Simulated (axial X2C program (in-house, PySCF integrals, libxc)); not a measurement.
## Run report: CdCu, relativistic diatomic calculation

- system: CdCu, single determinant with Ω = 1/2. The distance is the PBE0 minimum at charge 0.
- method: expectation values, HF and Kohn-Sham, two-component X2C with atomic mean-field Coulomb and Gaunt terms, Cd dyall-cv3z, Cu dyall-cv3z (cores contracted) (axial X2C program (in-house, PySCF integrals, libxc))

### Input file
```
{"zs": [48, 29], "q": 0, "bas": ["dyall-cv3z", "dyall-cv3z"], "r0": 2.48, "levels": ["PBE0", "HF", "PBE", "TPSSh", "r2SCAN"], "nst": 3}
```

The line is the task of a batch: nuclear charges, charge, bases, the levels to run, a first guess of the distance and further settings. This report covers the levels named above. The log is that of the reference distance, started from orbitals converged before.

Hardware: 1 thread of Arm Neoverse N1, 16 GiB of memory available, shared host.

Launched within a batch (the task file carries these settings):
```bash
python <driver script> task.json out
```

### Log
```
two-component X2C + atomic mean field  PBE0
basis functions 255  fitting functions 1235  grid points 5802
iter        total energy     max residual
   1      -7245.468891145     2.26e-05
   2      -7245.468891140     5.12e-05
   3      -7245.468891155     1.34e-05
   4      -7245.468891157     2.49e-06
converged
one-electron -10580.83044303  Coulomb 3274.76929756  exact exchange -54.90165908  xc functional -168.46757884  nuclear repulsion 287.51548696  atomic mean-field constant -3.55399473
```

### Expectation values by level of theory

```
                                             quantity     PBE0      HF    PBE   TPSSh  r2SCAN
effective field for an electron dipole moment (GV/cm)    −7.00   −10.8  −5.90   −6.78   −7.30
           field gradient at the first nucleus (a.u.)    −1.38   −1.82  −1.19   −1.35   −1.34
          field gradient at the second nucleus (a.u.)  0.00682  −0.166  0.148  0.0575  0.0643
                           A∥/gI, first nucleus (MHz)     2020    1280   2270    2210    2230
                          A∥/gI, second nucleus (MHz)     2700    2130   2770    2760    2790
```

Each column comes from one determinant, in a basis with contracted cores. The levels disagree widely: the field gradient at the second nucleus runs from −0.166 to 0.148 a.u. They may not all have settled in the same state, and these values aren't reliable properties of the molecule.

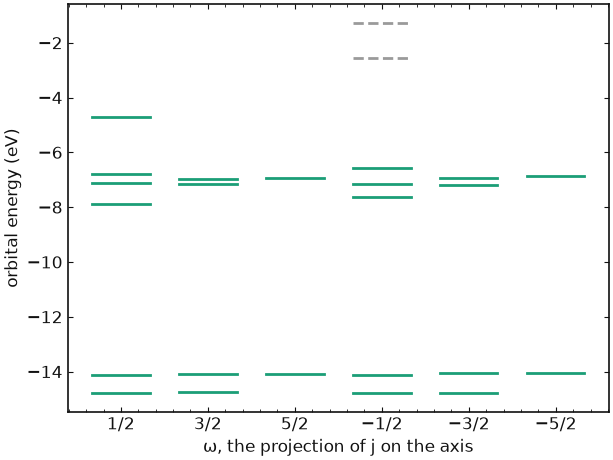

Figure 1. Orbital energies (PBE0) near the frontier at 2.56 Å, filled (solid) and empty (dashed). The highest filled spinor (1/2; 39 % Cu s, 35 % Cd p) lies at −4.69 eV, the lowest empty one (−1/2; 39 % Cd p, 37 % Cu s) at −2.55 eV.

### Key numbers

- outcome: converged; the levels of theory disagree widely
- wall time: 9.4 s
- peak memory: 0.52 GiB
